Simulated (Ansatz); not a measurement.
# Computed frozen-phonon scan: Pd (fcc, Cu type)

Relaxed Pd (fcc, Cu type):

```xyz
2
Lattice="0.0000 3.9426 3.9426 1.9713 1.9713 3.9426 1.9713 1.9713 0.0000" Properties=species:S:1:pos:R:3 pbc="T T T"
Pd     0.0000     0.0000     0.0000
Pd     1.9713     3.9426     1.9713
```

The atoms are displaced by Q × the pattern below (from a DFPT mode at X = (0.5, 0.5, 0.0), largest move 1; Q in Å), at fixed cell. It is one choice among 2 degenerate patterns. (q is in reciprocal vectors of the primitive cell; the cell shown is doubled to hold the pattern.)

```json
[
 {"atom": "Pd1", "x": "0.000", "y": "1.000", "z": "0.000"},
 {"atom": "Pd2", "x": "0.000", "y": "-1.000", "z": "0.000"}
]
```

Computed with PBE (plane waves to 420 eV, PAW, scalar-relativistic; Ansatz, an electronic-structure program). k mesh 20×20×20 (Γ-centred), Fermi-Dirac smearing 0.05 eV. E stands for the smeared free energy. With partly filled bands, energies and forces of such displacements shift with the k mesh and the smearing. Pd is run without spin polarisation. Pd was relaxed with its symmetry unable to fall. The PAW data are Ansatz's earlier set. ΔE is measured from the undisplaced structure.

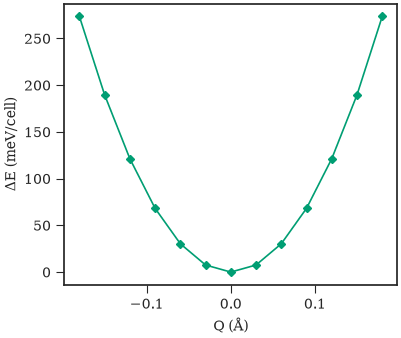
Figure: ΔE (meV/cell) against Q (Å); one marker a computed point.

The energy at Q = 0.180 Å is 274 meV/cell. Shape of the curve: a single well with its minimum at or next to zero displacement. Wavenumber by perturbation theory (DFPT, on another k mesh): 146 cm⁻¹. Symmetry of the curve: even: the same for both signs. Space group of the distorted cell: Cmcm (No. 63), lowered from Fm-3m.

(For displaced atoms, the force is minus the slope of the energy, and its curvature is a force constant, which sets phonon frequencies.)
